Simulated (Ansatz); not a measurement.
# LiHIF (built on the sites of a database entry of LiHF2): relaxing the cell for a phonon run

Task: relax LiHIF (built on the sites of a database entry of LiHF2) tightly.

Program: Ansatz 0.2.0. Level of theory: DFT PBEsol, scalar-relativistic, plane waves, PAW. Results are calculated unless marked as measured.

The structure was built from a prototype and need not be the compound's stable phase.

**1. Set-up**

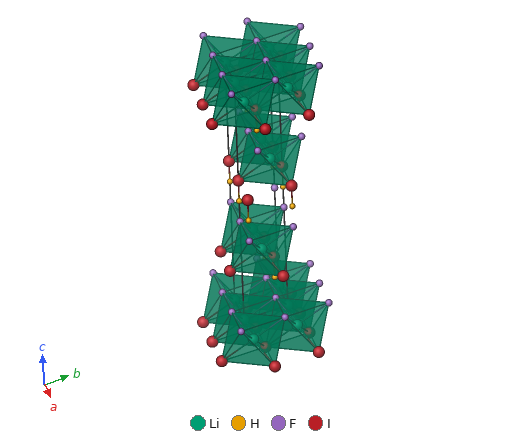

The starting structure, seen slightly off an axis (lithium teal, hydrogen orange, fluorine purple, iodine red). 2×1×1 cells are drawn. This picture shows the conventional cell, with its axes. Bonds to atoms that aren't drawn are left out. Some periodic images of atoms are drawn too.

Coordinates:

```cif
data_structure
_symmetry_space_group_name_H-M 'R3m:H'
_symmetry_Int_Tables_number 160
_cell_length_a 3.5302
_cell_length_b 3.5302
_cell_length_c 15.7623
_cell_angle_alpha 90.000
_cell_angle_beta 90.000
_cell_angle_gamma 120.000
_cell_volume 170.12
loop_
_atom_site_label
_atom_site_type_symbol
_atom_site_symmetry_multiplicity
_atom_site_Wyckoff_symbol
_atom_site_fract_x
_atom_site_fract_y
_atom_site_fract_z
_atom_site_occupancy
Li1 Li 3 a 0.00000 0.00000 0.00000 1
H1 H 3 a 0.33333 0.66667 0.16667 1
F1 F 3 a 0.33333 0.66667 0.07997 1
I1 I 3 a 0.33333 0.66667 0.25336 1
```

**2. Probe on a coarse mesh**

First a cheap look: the gap decides the mesh and the occupations, the pressure tells how far the cell has to move.

Contents of input.yaml:

```yaml
crystal:
  lattice:
    - [1.76511, 1.01909, 5.2541]
    - [-1.76511, 1.01909, 5.2541]
    - [0.0, -2.03817, 5.2541]
  atoms:
    - { symbol: Li, position: [0.0, 0.0, 0.0] }
    - { symbol: H, position: [0.5, 0.5, 0.5] }
    - { symbol: F, position: [0.41330188, 0.41330188, 0.41330188] }
    - { symbol: I, position: [0.58669812, 0.58669812, 0.58669812] }
kpoints:
  mp_grid: { grid: [6, 6, 6] }
hamiltonian:
  xc: pbesol
scf:
  occupations: { method: gaussian, width: 0.1 }
output:
  forces: true
  stress: true
  eigenvalues: true
```

Launch:

```console
> ansatz run input.yaml --threads 4 --pin off --max-ram 7168MiB --backend cpu --events-out ev --progress --plain --runs-dir out
```

Numbers of over 12 decimals in the logs are rounded to 6 here.

The log of the run:

```text
[...]
--- Band table (eV; the first three rows and the last of 32) ---
  k-point 0: bands = [... 10 lower, 2.9699, 4.0686, 5.7525, 5.7525, 9.3693, 11.0675, 13.7547, 13.7547]
  k-point 1: bands = [... 10 lower, 2.9193, 3.8942, 4.1866, 5.2864, 9.9708, 11.7805, 13.3579, 14.6641]
  k-point 2: bands = [... 10 lower, 2.5808, 2.8218, 3.9051, 4.5430, 10.5434, 11.8217, 12.3462, 14.9173]
  k-point 31: bands = [... 10 lower, 2.9369, 2.9369, 5.8134, 5.8134, 9.7753, 13.3729, 13.7133, 13.7133]
[key lines of the parts left out:]
SCF converged after 7 iterations
Free energy (F): -8450.737844 eV
Fermi energy:    7.592338 eV
P = ⅓ Tr σ = 26.7973 GPa (267.973 kbar)
```

Elapsed: 1.2 s, on 4 threads of Arm Neoverse V1, shared host; peak memory 0.35 GiB.

Numbers from this step:

- pressure: 26.80 GPa
- gap on the k-mesh: 3.556 eV
- volume per atom: 14.18 Å³
- direct gap on mesh: 3.617 eV

The coarse mesh shows a gap of 3.56 eV and a pressure of 26.8 GPa.

**3. Rough relaxation**

A rough relaxation comes first, because large forces or stress need no tight tolerances yet.

Changes to input.yaml since step 2:

```diff
@@ -20 +20,6 @@
   eigenvalues: true
+relax:
+  adjacent_minimum: "off"
+  f_tol: 0.05
+  max_steps: 80
+  cell: { stress_tol: 0.5 }
```

The log of the run:

```text
[...]
Crystal: 4 atoms, lattice volume = 56.706 Å³
Basis set: ecut = 420 eV, 1091 PW (Γ), FFT grids on a1−a3, a2−a3, a3, exchange–correlation on 48×48×80 points (8 copies of the dense FFT grid, shifted against one another)
Bands: 18, of which v1, the nominal top of the filled ones, is band 14 counted from 1 (13 counted from 0)
Symmetry: 6 space group operations
[...]
cell:  # Å, volume = 85.9324 Å³
    - [2.070066, 1.195155, 5.788929]
    - [-2.070066, 1.195155, 5.788929]
    - [4.035442933368025e-17, -2.390304, 5.788930]
  atoms:
    - { symbol: Li, position: [0.00911529, 0.00911529, 0.00911529] }
    - { symbol: H, position: [0.473844, 0.473844, 0.473844] }
    - { symbol: F, position: [0.416933, 0.416933, 0.416933] }
    - { symbol: I, position: [0.600108, 0.600108, 0.600108] }
[key lines of the parts left out:]
SCF converged after 7 iterations
Free energy (F): -8453.985479 eV
Fermi energy:    3.486743 eV
P = ⅓ Tr σ = 0.3171 GPa (3.171 kbar)
```

The job ended after 22 s (4 threads; peak memory 0.44 GiB; 80 s of CPU time).

The steps of the relaxation:

```csv
step,energy less that of the first step (eV),largest force component (eV/Å),pressure (GPa),volume (Å³)
1,0.0000,10.7252,26.80,56.71
2,-2.2001,2.7464,7.43,63.13
3,-2.6036,1.8472,0.61,69.90
4,-2.7864,1.3072,1.15,69.53
5,-2.8482,1.2527,2.36,70.04
6,-2.8839,1.6634,-0.20,71.23
7,-2.9727,0.5353,-0.34,75.49
8,-3.0198,0.2048,-0.23,74.72
9,-3.0242,0.0526,0.25,73.90
10,-3.0241,0.0079,-0.01,74.39
11*,-3.1554,0.0206,2.31,74.39
12,-3.2013,0.0506,1.25,79.12
13,-3.2116,0.0692,0.11,85.43
14,-3.2103,0.0224,-0.01,85.93
15*,-3.2476,0.0323,0.32,85.93
```

Relaxation steps marked * repeat the geometry before them on a plane-wave basis chosen anew for their cell, so energy and pressure can jump there.

Forces are held to the 6 operations that the run works with; a distortion that breaks them can't arise in this run.

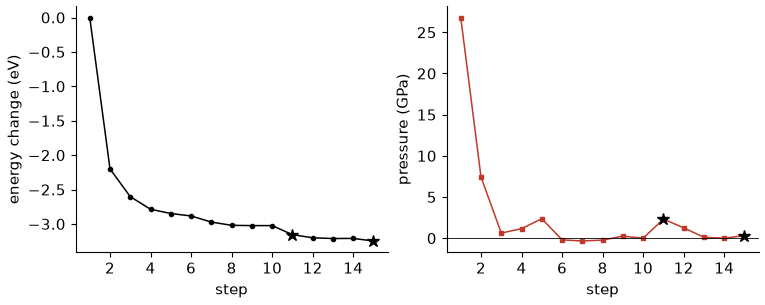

Energy and pressure along the relaxation. Stars mark steps on a basis chosen anew.

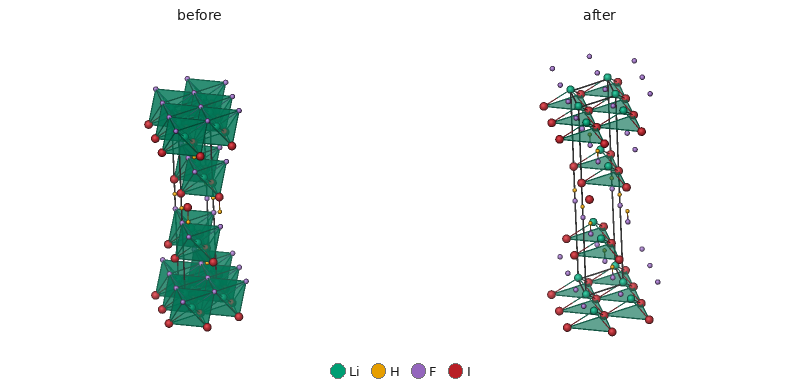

Before and after, at one scale. Bonds to atoms that aren't drawn are left out.

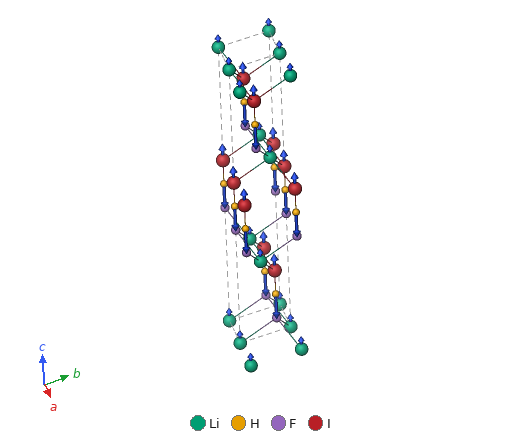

Displacements in the relaxation, exaggerated, measured against the changing cell; the longest in the cell stands for 0.45 Å. Bonds to atoms that aren't drawn are left out. 2×1×1 conventional cells are drawn. Some periodic images of atoms are drawn too.

| cell as run | before | after | change |
| --- | --- | --- | --- |
| a (Å) | 5.636 | 6.263 | +11.1 % |
| b (Å) | 5.636 | 6.263 | +11.1 % |
| c (Å) | 5.636 | 6.263 | +11.1 % |
| α (°) | 36.51 | 38.60 | +5.7 % |
| β (°) | 36.51 | 38.60 | +5.7 % |
| γ (°) | 36.51 | 38.60 | +5.7 % |
| volume (Å³/atom) | 14.18 | 21.48 | +51.5 % |

The atoms that moved most (Å, as changes of fractional coordinates times the final cell):

| atom | dx | dy | dz | length |
| --- | --- | --- | --- | --- |
| H2 | 0.000 | 0.000 | -0.454 | 0.454 |
| I4 | 0.000 | 0.000 | 0.233 | 0.233 |
| Li1 | 0.000 | 0.000 | 0.158 | 0.158 |
| F3 | 0.000 | 0.000 | 0.063 | 0.063 |

Numbers from this step:

```
pressure           : 0.3171 GPa
gap on the k-mesh  : 3.235 eV
volume per atom    : 21.48 Å³
direct gap on mesh : 3.252 eV
```

In this step the volume went from 14.18 to 21.48 Å³/atom.

**4. Bringing the structure to rest**

The cell and atoms are relaxed, since residual forces and stress would shift the frequencies.

Contents of input.yaml:

```yaml
crystal:
  lattice:
    - [2.0700658951, 1.1951549381, 5.7889285573]
    - [-2.0700658951, 1.1951549381, 5.7889285573]
    - [0.0, -2.3903043673, 5.7889296947]
  atoms:
    - { symbol: Li, position: [0.009115293, 0.009115293, 0.009115293] }
    - { symbol: H, position: [0.4738438968, 0.4738438968, 0.4738438968] }
    - { symbol: F, position: [0.4169329162, 0.4169329162, 0.4169329162] }
    - { symbol: I, position: [0.6001078941, 0.6001078941, 0.6001078941] }
kpoints:
  mp_grid: { grid: [6, 6, 6] }
hamiltonian:
  xc: pbesol
scf:
  occupations: { method: gaussian, width: 0.02 }
output:
  forces: true
  stress: true
  eigenvalues: true
  write_density: true
  write_potential: true
  elf: true
  volumetric_format: npy
relax:
  adjacent_minimum: "off"
  f_tol: 0.005
  max_steps: 80
  cell: { stress_tol: 0.05 }
```

The log of the run:

```text
[...]
Crystal: 4 atoms, lattice volume = 85.932 Å³
Basis set: ecut = 420 eV, 1657 PW (Γ), FFT grids on a1−a2, a2, −a2+a3, exchange–correlation on 60×90×60 points (8 copies of the dense FFT grid, shifted against one another)
Bands: 18, of which v1, the nominal top of the filled ones, is band 14 counted from 1 (13 counted from 0)
Symmetry: 6 space group operations
[...]
k-points: 32 of 216 (time reversal used)
[...]
SCF iter   1: F=—  HF=-8453.990446 eV  |F-HF|=—  |Δ(HF+E_count)|=         —  Δρ=4.84e-3  dr2=1.28e-2  ethr=1.77e-3  ⟨swp⟩=7.7  Hψ=3482  notcnv=0
[...]
SCF iter   6: F=-8453.985479 eV  HF=-8453.985479 eV  |F-HF|=3.01e-8  |Δ(HF+E_count)|=   4.60e-7  Δρ=7.60e-6  dr2=4.44e-8  ethr=3.57e-10  ⟨swp⟩=12.2  Hψ=4641  notcnv=0
SCF 1 converged in 6 iterations: F = -8453.985479 eV  dr2 = 4.44e-8
[...]
relax step   1: F+E_penalty+E_count = -8453.98547856 eV  Δ(F+E_penalty+E_count) = +0.000e0 eV  max|allowed force component| = 3.228e-2 eV/Å  Δτ_max = 0.0000 Å  P = +0.317 GPa  Ω = 85.932 Å³  (6 SCF iters, dr2 threshold 1.00e-7 eV, accepted)
Crystal: 4 atoms, lattice volume = 87.642 Å³
Basis set: ecut = 420 eV, 1717 PW (Γ), FFT grids on a1−a2, a2, −a2+a3, exchange–correlation on 60×90×60 points (8 copies of the dense FFT grid, shifted against one another)
[...]
SCF iter   6: F=-8453.985728 eV  HF=-8453.985728 eV  |F-HF|=4.56e-9  |Δ(HF+E_count)|=   3.43e-7  Δρ=8.79e-6  dr2=4.95e-8  ethr=1.43e-9  ⟨swp⟩=11.4  Hψ=4607  notcnv=0
SCF 2 converged in 6 iterations: F = -8453.985728 eV  dr2 = 4.95e-8
relax step   2: F+E_penalty+E_count = -8453.98572849 eV  Δ(F+E_penalty+E_count) = -2.499e-4 eV  max|allowed force component| = 1.106e-1 eV/Å  Δτ_max = 0.0123 Å  P = -0.051 GPa  Ω = 87.642 Å³  energy of the carried Pulay correction = -2.115e-3 eV  (6 SCF iters, dr2 threshold 4.00e-7 eV, accepted)
Crystal: 4 atoms, lattice volume = 89.286 Å³
Basis set: ecut = 420 eV, 1753 PW (Γ), FFT grids on a1−a2, a2, −a2+a3, exchange–correlation on 60×90×60 points (8 copies of the dense FFT grid, shifted against one another)
[...]
SCF iter   6: F=-8453.983900 eV  HF=-8453.983900 eV  |F-HF|=3.11e-7  |Δ(HF+E_count)|=   2.85e-6  Δρ=9.16e-6  dr2=1.13e-7  ethr=1.43e-9  ⟨swp⟩=13.5  Hψ=4832  notcnv=0
SCF 3 converged in 6 iterations: F = -8453.983900 eV  dr2 = 1.13e-7
  Residual-converged pass: ⟨swp⟩=1.0  Hψ=704  notcnv=0  max |occ|·‖R‖ = 6.9e-9 eV (tolerance 1.0e-8 eV)  dr2=1.13e-7  dr2_onsite=4.55e-9  max |Δocc| = 0.0e0
[...]
relax step   3: F+E_penalty+E_count = -8453.98390035 eV  Δ(F+E_penalty+E_count) = +1.828e-3 eV  max|allowed force component| = 7.335e-2 eV/Å  Δτ_max = 0.0491 Å  P = -0.070 GPa  Ω = 89.286 Å³  energy of the carried Pulay correction = -4.111e-3 eV  (6 SCF iters, dr2 threshold 4.00e-7 eV, accepted)
[...]
relax step   4: F+E_penalty+E_count = -8453.98562299 eV  Δ(F+E_penalty+E_count) = -1.723e-3 eV  max|allowed force component| = 4.669e-2 eV/Å  Δτ_max = 0.0180 Å  P = -0.028 GPa  Ω = 88.584 Å³  energy of the carried Pulay correction = -3.264e-3 eV  (5 SCF iters, dr2 threshold 3.36e-7 eV, accepted)
[...]
relax step   5: F+E_penalty+E_count = -8453.98568725 eV  Δ(F+E_penalty+E_count) = -6.426e-5 eV  max|allowed force component| = 1.204e-2 eV/Å  Δτ_max = 0.0020 Å  P = -0.008 GPa  Ω = 88.557 Å³  energy of the carried Pulay correction = -3.231e-3 eV  (4 SCF iters, dr2 threshold 1.36e-7 eV, accepted)
[...]
relax step   6: F+E_penalty+E_count = -8453.98567094 eV  Δ(F+E_penalty+E_count) = +1.631e-5 eV  max|allowed force component| = 1.681e-3 eV/Å  Δτ_max = 0.0009 Å  P = +0.001 GPa  Ω = 88.574 Å³  energy of the carried Pulay correction = -3.252e-3 eV  (5 SCF iters, dr2 threshold 9.07e-9 eV, accepted)
[...]
relax step   7: F+E_penalty+E_count = -8453.98985611 eV  Δ(F+E_penalty+E_count) = -4.185e-3 eV  max|allowed force component| = 3.407e-3 eV/Å  Δτ_max = 0.0000 Å  P = +0.077 GPa  Ω = 88.574 Å³  stress off target by 1.09e-1 GPa  SCF on the basis re-selected at this cell (its energy is not comparable with the rows above)  (7 SCF iters)
[...]
relax step   8: F+E_penalty+E_count = -8453.98927802 eV  Δ(F+E_penalty+E_count) = +5.781e-4 eV  max|allowed force component| = 2.228e-3 eV/Å  Δτ_max = 0.0068 Å  P = +0.020 GPa  Ω = 89.193 Å³  energy of the carried Pulay correction = -8.606e-4 eV  (6 SCF iters, dr2 threshold 2.99e-8 eV, accepted)
[...]
SCF iter   7: F=-8453.990280 eV  HF=-8453.990280 eV  |F-HF|=6.00e-11  |Δ(HF+E_count)|=  4.29e-10  Δρ=5.17e-8  dr2=2.42e-12  ethr=1.00e-12  ⟨swp⟩=7.7  Hψ=2961  notcnv=0
SCF 9 converged in 7 iterations: F = -8453.990280 eV  dr2 = 2.42e-12
relax step   9: F+E_penalty+E_count = -8453.99028014 eV  Δ(F+E_penalty+E_count) = -1.002e-3 eV  max|allowed force component| = 2.787e-3 eV/Å  Δτ_max = 0.0000 Å  P = +0.027 GPa  Ω = 89.193 Å³  stress off target by 3.03e-2 GPa  SCF on the basis re-selected at this cell (its energy is not comparable with the rows above)  (7 SCF iters)
[...]
SCF converged after 7 iterations
Free energy (F): -8453.990280 eV
[...]
Internal energy: -8453.990280 eV  (E = F + TS)
E sigma→0 (E₀):  -8453.990280 eV
Fermi energy:    3.151508 eV
[...]
--- Forces (eV/Å), atoms counted from 1 ---
  atom   1  Li     0.00000000    -0.00000000    -0.00168456
  atom   2  H     -0.00000000    -0.00000000    -0.00197004
  atom   3  F     -0.00000000     0.00000000     0.00278675
  atom   4  I      0.00000000     0.00000000     0.00086762
  max |Σ_I F_I| component: 2.39e-7 eV/Å
--- Stress (GPa, compression-positive) ---
        0.030268       0.000000      -0.000000
        0.000000       0.030268      -0.000000
       -0.000000      -0.000000       0.021403
  P = ⅓ Tr σ = 0.0273 GPa (0.273 kbar)
--- Band table (eV; the first three rows and the last of 32) ---
  k-point 0: bands = [... 10 lower, -2.8591, 0.0519, 1.4078, 1.4078, 4.8778, 7.1639, 9.0311, 9.0311]
  k-point 1: bands = [... 10 lower, -2.8723, 0.0827, 0.6766, 1.2304, 5.2898, 7.8235, 9.0104, 9.4947]
  k-point 2: bands = [... 10 lower, -2.8988, -0.4286, 0.1929, 0.9172, 6.1169, 7.7421, 8.2556, 9.4641]
  k-point 31: bands = [... 10 lower, -2.8641, -0.6558, 1.4251, 1.4251, 6.4969, 7.3324, 8.4771, 8.9457]
--- Relaxed structure (7 steps of the walk, 7 accepted, 2 SCFs on fresh bases) ---
[...]
cell:  # Å, volume = 89.1926 Å³
    - [2.109411, 1.217871, 5.786496]
    - [-2.109411, 1.217871, 5.786496]
    - [0, -2.435736, 5.786497]
  atoms:
    - { symbol: Li, position: [0.00693329, 0.00693329, 0.00693329] }
    - { symbol: H, position: [0.474036, 0.474036, 0.474036] }
    - { symbol: F, position: [0.417369, 0.417369, 0.417369] }
    - { symbol: I, position: [0.601661, 0.601661, 0.601661] }
```

The job ended after 17 s (4 threads; peak memory 0.45 GiB).

The steps of the relaxation:

| step | energy less that of the first step (eV) | largest force component (eV/Å) | pressure (GPa) | volume (Å³) |
| --- | --- | --- | --- | --- |
| 1 | 0.0000 | 0.0323 | 0.32 | 85.93 |
| 2 | -0.0002 | 0.1106 | -0.05 | 87.64 |
| 3 | 0.0016 | 0.0733 | -0.07 | 89.29 |
| 4 | -0.0001 | 0.0467 | -0.03 | 88.58 |
| 5 | -0.0002 | 0.0120 | -0.01 | 88.56 |
| 6 | -0.0002 | 0.0017 | 0.00 | 88.57 |
| 7* | -0.0044 | 0.0034 | 0.08 | 88.57 |
| 8 | -0.0038 | 0.0022 | 0.02 | 89.19 |
| 9* | -0.0048 | 0.0028 | 0.03 | 89.19 |

Relaxation steps marked * repeat the geometry before them on a plane-wave basis chosen anew for their cell, so energy and pressure can jump there.

Forces are held to the 6 operations that the run works with; a distortion that breaks them can't arise in this run.

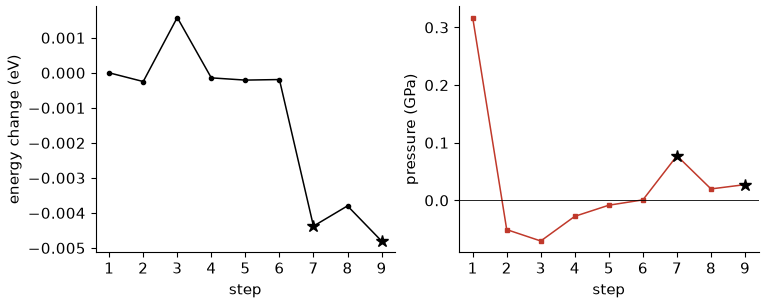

Energy and pressure along the relaxation. Stars mark steps on a basis chosen anew.

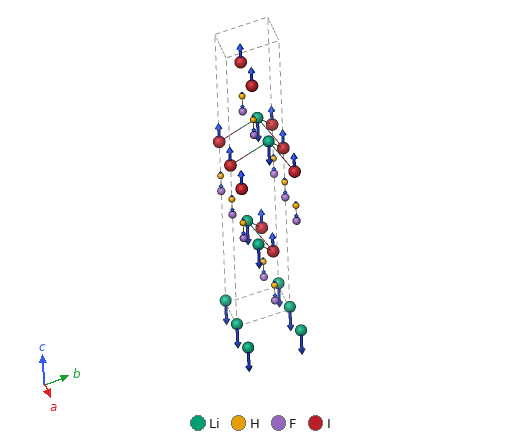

Displacements in the relaxation, exaggerated, measured against the changing cell; the longest in the cell stands for 0.04 Å. Bonds to atoms that aren't drawn are left out. 2×1×1 conventional cells are drawn. Some periodic images of atoms are drawn too.

```csv
"conventional cell, symmetrised",before,after,change
a (Å),4.140,4.219,+1.9 %
b (Å),4.140,4.219,+1.9 %
c (Å),17.367,17.359,-0.0 %
volume (Å³/atom),21.48,22.30,+3.8 %
```

The atoms that moved most (Å, as changes of fractional coordinates times the final cell):

| atom | dx | dy | dz | length |
| --- | --- | --- | --- | --- |
| Li1 | 0.000 | 0.000 | -0.038 | 0.038 |
| I4 | 0.000 | 0.000 | 0.027 | 0.027 |
| F3 | 0.000 | 0.000 | 0.008 | 0.008 |

The relaxed structure:

```xyz
4
Lattice="2.1094 1.2179 5.7865 -2.1094 1.2179 5.7865 0.0000 -2.4357 5.7865" Properties=species:S:1:pos:R:3 pbc="T T T"
Li    0.0000    0.0000    0.1204
H     0.0000    0.0000    8.2290
F     0.0000    0.0000    7.2453
I     0.0000    0.0000   10.4445
```

Numbers from this step:

* pressure: 0.02731 GPa
* gap on the k-mesh: 3.453 eV
* volume per atom: 22.30 Å³
* direct gap on mesh: 3.470 eV

[end of part 1 of 2]

[Logs are printed without paths, hosts, clocks, repeated set-up lines and the standing remarks that a program may print on its own settings, such as how far it seeks lower states.]

[Hosts, paths, dates, database ids (printed as entryN), source tags and the programs' standing remarks are cut or masked in the printed files.]
